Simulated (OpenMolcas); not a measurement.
Excited-state calculation of CH4In (part 1 of 2)

CH4In, multiplicity 2, SMILES [CH3][InH], computed with CASSCF/ANO-RCC-VTZP, DKH2 (OpenMolcas 26.06).

The geometry comes from this level: PBE0-D4/def2-TZVP.

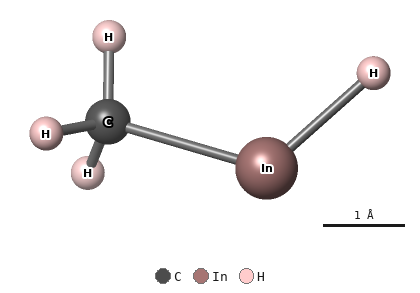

Fig. 1: The structure (ball-and-stick view, seen at a tilt). Sticks mark near contacts.

## The input
```
* CH4In CASSCF

&GATEWAY
 Coord=mol.xyz
 Basis=ANO-RCC-VTZP
 Group=NoSym
 RICD

&SEWARD

&RASSCF
 FileOrb=$CurrDir/step2.RasOrb
 Spin=2
 Nactel=7 0 0
 Inactive=26
 Ras2=6
 CIRoot=3 3 1
 OrbListing=Nothing

&RASSI
 NrOfJobIphs=1 all
```

## File mol.xyz
```
6

C     -0.193800    -0.431900    -0.581700
In     1.078700     0.643900     0.838400
H     -1.243800    -0.290500    -0.319800
H      0.052000    -1.494800    -0.558700
H     -0.011800    -0.057300    -1.590300
H      0.361000     1.566900     2.166000
```

Run on 1 thread of Arm Neoverse V1, 24 GiB of memory available, shared host.

Command:
```bash
export MOLCAS_MEM=1860
pymolcas step3.inp > step3.log
```

## Output
```
--- Start Module: gateway ---

                                              &GATEWAY

                       available to each process: 1.9 GB of memory, 1 thread

++    Symmetry information:
      ---------------------

                    Character Table for C1

                             E
                    a        1  x, y, xy, Rz, z, xz, Ry, yz, Rx, I
--

++    Basis set information:
      ----------------------

      Basis set label: C.ANO-RCC...4S3P2D1F.

      Electronic valence basis set:
      ------------------
      Associated Effective Charge   6.000000 au
      Associated Actual Charge      6.000000 au
      Nuclear Model: Point charge

      Shell  nPrim  nBasis  Cartesian Spherical Contaminant
         s      14       4        X
         p       9       3        X
         d       4       2                 X
         f       3       1                 X

      Basis set label: IN.ANO-RCC...7S6P4D2F1G.

      Electronic valence basis set:
      ------------------
      Associated Effective Charge  49.000000 au
      Associated Actual Charge     49.000000 au
      Nuclear Model: Point charge

      Shell  nPrim  nBasis  Cartesian Spherical Contaminant
         s      22       7        X
         p      19       6        X
         d      13       4                 X
         f       5       2                 X
         g       3       1                 X

      Basis set label: H.ANO-RCC...3S2P1D.

      Electronic valence basis set:
      ------------------
      Associated Effective Charge   1.000000 au
      Associated Actual Charge      1.000000 au
      Nuclear Model: Point charge

      Shell  nPrim  nBasis  Cartesian Spherical Contaminant
         s       8       3        X
         p       4       2        X
         d       3       1                 X
--

++    Molecular structure info:
      -------------------------

                    ************************************************
                    **** Cartesian Coordinates / bohr, angstrom ****
                    ************************************************

     Center  Label                x              y              z                     x              y              z
        1      C1              -0.366229      -0.816173      -1.099254             -0.193800      -0.431900      -0.581700
        2      IN2              2.038448       1.216795       1.584346              1.078700       0.643900       0.838400
        3      H3              -2.350441      -0.548965      -0.604334             -1.243800      -0.290500      -0.319800
        4      H4               0.098266      -2.824763      -1.055790              0.052000      -1.494800      -0.558700
        5      H5              -0.022299      -0.108281      -3.005231             -0.011800      -0.057300      -1.590300
        6      H6               0.682191       2.961012       4.093147              0.361000       1.566900       2.166000

                    ***************************************
                    *    InterNuclear Distances / bohr    *
                    ***************************************

               1 C1            2 IN2           3 H3            4 H4            5 H5            6 H6
    1 C1       0.000000
    2 IN2      4.137286        0.000000
    3 H3       2.062388        5.212540        0.000000
    4 H4       2.062057        5.202770        3.373312        0.000000
    5 H5       2.062074        5.202569        3.373241        3.345763        0.000000
    6 H6       6.505946        3.343023        6.601752        7.767091        7.765555        0.000000

                    *******************************************
                    *    InterNuclear Distances / angstrom    *
                    *******************************************

               1 C1            2 IN2           3 H3            4 H4            5 H5            6 H6
    1 C1       0.000000
    2 IN2      2.189357        0.000000
    3 H3       1.091369        2.758358        0.000000
    4 H4       1.091193        2.753187        1.785080        0.000000
    5 H5       1.091203        2.753081        1.785042        1.770501        0.000000
    6 H6       3.442798        1.769052        3.493497        4.110168        4.109355        0.000000

                    **************************************
                    *    Valence Bond Angles / degree    *
                    **************************************
                          Atom centers                 Phi
                      3 H3       1 C1       4 H4       109.75
                      3 H3       1 C1       5 H5       109.74
                      4 H4       1 C1       5 H5       108.44
--

            Nuclear Potential Energy            124.90702930 au

--- Stop Module: gateway /rc=_RC_ALL_IS_WELL_ ---
--- Module gateway spent 9 seconds ---

--- Start Module: seward ---

                                              &SEWARD

                       available to each process: 1.9 GB of memory, 1 thread

               SEWARD will generate:
                  Multipole Moment integrals up to order  2
                  Kinetic Energy integrals
                  Nuclear Attraction integrals (point charge)
                  One-Electron Hamiltonian integrals
                  Velocity integrals
                  Relativistic Douglas-Kroll-Hess integrals:
                    - Parametrization         : EXP
                    - DKH order of Hamiltonian: 2
                    - DKH order of Properties : 0
                         - multipole moment operators
                         - electric potential operators
                         - contact operators
                  Orbital angular momentum around (  1.7430   0.9890   1.2852 )
                  Velocity quadrupole around (  1.7430   0.9890   1.2852 )
                  Atomic mean-field integrals
                  RI decomposed two-electron repulsion integrals stored Cholesky style
                   - acCD auxiliary basis
                   - CD Threshold:   1.00E-04

                   Integrals are discarded if absolute value <: 1.00E-14
                   Integral cutoff threshold is set to       <: 1.00E-16

            Nuclear Potential Energy            124.90702930 au

      Basis set specifications :
      Symmetry species         a
      Basis functions          154

--- Stop Module: seward /rc=_RC_ALL_IS_WELL_ ---
--- Module seward spent 9 seconds ---

--- Start Module: rasscf ---

                                              &RASSCF

                       available to each process: 1.9 GB of memory, 1 thread

      Header of the ONEINT file:
      --------------------------

      OrdInt status: non-squared

      Cartesian coordinates in angstrom:
      -----------------------------------------------------
      No.  Label        X            Y            Z
      -----------------------------------------------------
       1   C1        -0.19380000  -0.43190000  -0.58170000
       2   IN2        1.07870000   0.64390000   0.83840000
       3   H3        -1.24380000  -0.29050000  -0.31980000
       4   H4         0.05200000  -1.49480000  -0.55870000
       5   H5        -0.01180000  -0.05730000  -1.59030000
       6   H6         0.36100000   1.56690000   2.16600000
      -----------------------------------------------------
      Nuclear repulsion energy =  124.90702930

++    Wave function specifications:
      -----------------------------

      Number of closed shell electrons          52
      Number of electrons in active shells       7
      Max number of holes in RAS1 space          0
      Max nr of electrons in RAS3 space          0
      Number of inactive orbitals               26
      Number of active orbitals                  6
      Number of secondary orbitals             122
      Spin quantum number                      0.5
      State symmetry                             1
--

++    Orbital specifications:
      -----------------------

      Symmetry species                           1
                                                 a
      Frozen orbitals                            0
      Inactive orbitals                         26
      Active orbitals                            6
      RAS1 orbitals                              0
      RAS2 orbitals                              6
      RAS3 orbitals                              0
      Secondary orbitals                       122
      Deleted orbitals                           0
      Number of basis functions                154
--

++    CI expansion specifications:
      ----------------------------

      Number of CSFs                           210
      Number of determinants                   300
      Number of root(s) required                 3
      Root chosen for geometry opt.              3
      CI roots used                              1     2     3
      weights                                0.333 0.333 0.333
      highest root included in the CI            3
      max. size of the explicit Hamiltonian    200
--

++    Optimization specifications:
      ----------------------------

      RASSCF algorithm: LK RI/DF
      Maximum number of macro iterations       200
      Maximum number of SX iterations          100
      Threshold for RASSCF energy            1.000E-08
      Threshold for max MO rotation          1.000E-01
      Threshold for max BLB element          1.000E-04
      Level shift parameter                  5.000E-01
      Make Quasi-Newton update
--

      The MO-coefficients are taken from the file:
      step2.RasOrb
      Title: RASSCF average (pseudo-natural) orbitals

      Total molecular charge    0.00

      ************************************************************************************************************************
      *                                            Wave function control section                                             *
      ************************************************************************************************************************

                                         RASSCF iterations: Energy and convergence statistics
                                         ----------------------------------------------------

          iter iter root      energy       change     param      element    value   shift minimum  type update hh:mm:ss
 Nr of preliminary CI iterations:   1
      Total energies have been shifted. Add                -5000.00 au
        1   1    4    0  -917.20894470    0.00E+00   8.30E-05   30  37 1  4.15E-06   0.41   0.00    SX    NO    0:00:02
        2   1    4    0  -917.20894470   -5.78E-10   5.15E-05   30  37 1  2.11E-06   0.41   0.00    SX    NO    0:00:01
        3   1    3    0  -917.20894470   -1.36E-10   3.14E-05   30  37 1  1.51E-06   0.41   0.00    SX    NO    0:00:01
        4   4    3    0  -917.20894530   -6.01E-07*  2.96E-05   30  37 1  1.93E-06   0.41   0.00    SX    NO    0:00:01
        5   1    3    0  -917.20894530   -1.42E-10   3.96E-05   28  37 1  1.34E-06   0.41   1.27    QN   YES    0:00:01
      Convergence after  5 iterations
        6   1    3    0  -917.20894530   -2.73E-12   3.96E-05   22  75 1  1.29E-06   0.41   1.27    QN   YES    0:00:01

      ************************************************************************************************************************
                                                      Wave function printout:
                       occupation of active orbitals, and spin coupling of open shells (u,d: Spin up or down)
      ************************************************************************************************************************

      Note: transformation to natural orbitals
      has been made, which may change the order of the CSFs.

      printout of CI-coefficients larger than  0.05 for root  1
      energy=   -5917.275644
      conf/sym  111111     Coeff  Weight
             1  222u00  -0.98447 0.96919
             3  22200u  -0.06126 0.00375
             7  22u020  -0.06496 0.00422
            45  2udu02  -0.05506 0.00303
            57  20220u   0.05519 0.00305
            61  202u02  -0.06726 0.00452

      printout of CI-coefficients larger than  0.05 for root  2
      energy=   -5917.214451
      conf/sym  111111     Coeff  Weight
             2  2220u0   0.97190 0.94460
             6  22uud0   0.12271 0.01506
            31  2202u0  -0.07344 0.00539
            44  2uduud   0.06393 0.00409
            46  2ud0u2   0.05314 0.00282
            55  2022u0  -0.09234 0.00853
            60  202uud   0.07655 0.00586
            62  2020u2   0.05839 0.00341

      printout of CI-coefficients larger than  0.05 for root  3
      energy=   -5917.136741
      conf/sym  111111     Coeff  Weight
             3  22200u   0.07488 0.00561
             4  22u200  -0.05337 0.00285
             8  22ud0u  -0.08931 0.00798
            10  22uu0d  -0.05729 0.00328
            13  2u2200   0.94510 0.89322
            16  2u2020  -0.19663 0.03867
            17  2u2d0u  -0.11416 0.01303
            40  2udu20  -0.05564 0.00310
            41  2ud20u   0.06627 0.00439
            57  20220u   0.05820 0.00339
            80  2uud20  -0.08527 0.00727
            82  2uu20d  -0.05598 0.00313

      Natural orbitals and occupation numbers for root  1
      sym 1:   1.999834   1.964263   1.993440   0.997538   0.014561   0.030364

      Natural orbitals and occupation numbers for root  2
      sym 1:   1.999671   1.935454   1.976854   0.076739   1.000000   0.011282

      Natural orbitals and occupation numbers for root  3
      sym 1:   1.999663   1.015591   1.958033   1.864902   0.106603   0.055208

      ************************************************************************************************************************
      *                                                    Final results                                                     *
      ************************************************************************************************************************

++    Final optimization conditions:
      ------------------------------

      Average CI energy                           -5917.20894530
      RASSCF energy for state  3                  -5917.13674082
      Super-CI energy                                -0.00000000
      RASSCF energy change                            0.00000000
      Max change in MO coefficients               3.296E-05
      Max non-diagonal density matrix element     3.957E-05
      Maximum BLB matrix element                  1.292E-06
      (orbital pair  22,  75 in symmetry   1)
      Norm of electronic gradient            1.704E-01
--

      Final state energy(ies):
      ------------------------

::    RASSCF root number  1 Total energy:  -5917.27564414
::    RASSCF root number  2 Total energy:  -5917.21445095
::    RASSCF root number  3 Total energy:  -5917.13674082
      Von Neumann Entropy (Root   1) =  0.67436

      Mulliken population analysis for root number:  1
      -----------------------------------------------

++    Molecular charges:
      ------------------

      Mulliken charges per centre
      ---------------------------

                C1      IN2     H3      H4      H5      H6
      Total    6.7920 48.3662  0.8557  0.8597  0.8597  1.2667

      N-E     -0.7920  0.6338  0.1443  0.1403  0.1403 -0.2667

      Total electronic charge=   59.000000

      Total            charge=   -0.000000
--

      Expectation values of various properties for root number:  1
      -----------------------------------------------------------

++    Molecular properties:
      ---------------------

      Charge (e):
                      =   -0.0000
      Dipole Moment (debye):
      Origin of the operator (angstrom)=    0.9224    0.5234    0.6801
                   X=  5.0462E-01               Y= -3.9383E-02               Z= -8.5181E-02           Total=  5.1327E-01
      Quadrupole Moment (debye*angstrom):
      Origin of the operator (angstrom)=    0.9224    0.5234    0.6801
                  XX= -3.5296E+01              XY= -1.3153E-01              XZ=  1.2178E-01              YY= -3.2756E+01
                  YZ= -3.4755E+00              ZZ= -3.5096E+01
      In traceless form (debye*angstrom)
                  XX= -1.3699E+00              XY= -1.9729E-01              XZ=  1.8268E-01              YY=  2.4397E+00
                  YZ= -5.2132E+00              ZZ= -1.0698E+00
--

      Mulliken spin population analysis for root number:  1
      ---------------------------------------------------

++    Molecular charges:
      ------------------
```
